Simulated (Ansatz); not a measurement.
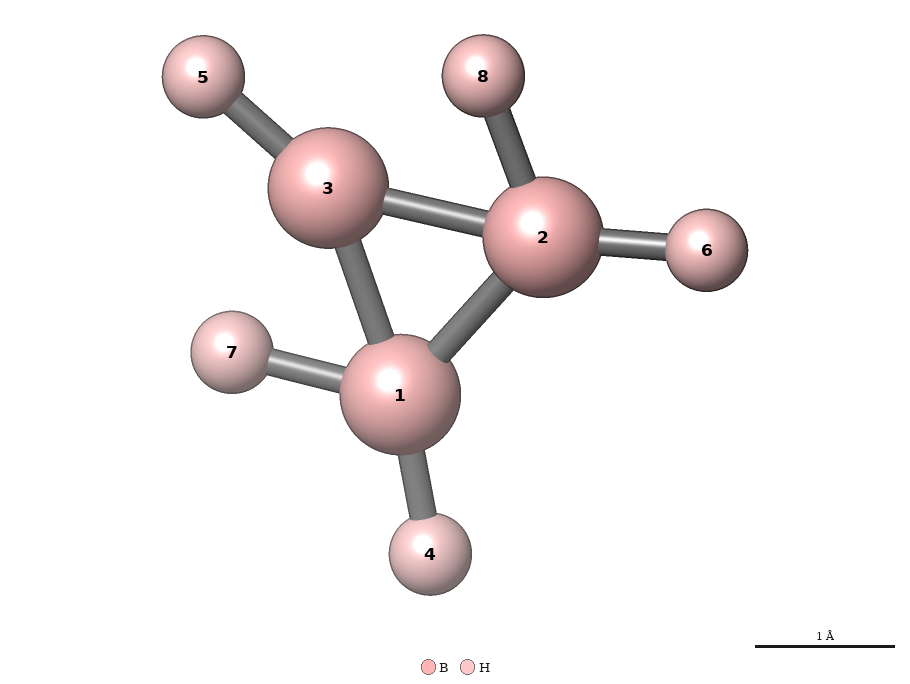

Orthographic view. Depth is shown by fading: the farther an atom, the more it takes the colour of the background. The geometry was computed by an optimisation with PBE-D4/def2-SVP. No frequency run is at hand to confirm it as a minimum.

Give the geometry as a Z-matrix, atoms in numerical order, with these reference atoms: 2 to 1; 3 to 2, 1; 4 to 1, 2, 3; 5 to 3, 2, 1; 6 to 2, 1, 4; 7 to 1, 4, 2; 8 to 2, 6, 1.

```
B  
B    1   1.620
B    2   1.604   1    59.7
H    1   1.200   2   128.9   3  -179.9
H    3   1.205   2   149.7   1   179.8
H    2   1.200   1   128.9   4     0.1
H    1   1.261   4   112.0   2  -179.9
H    2   1.261   6   112.0   1  -179.9
```
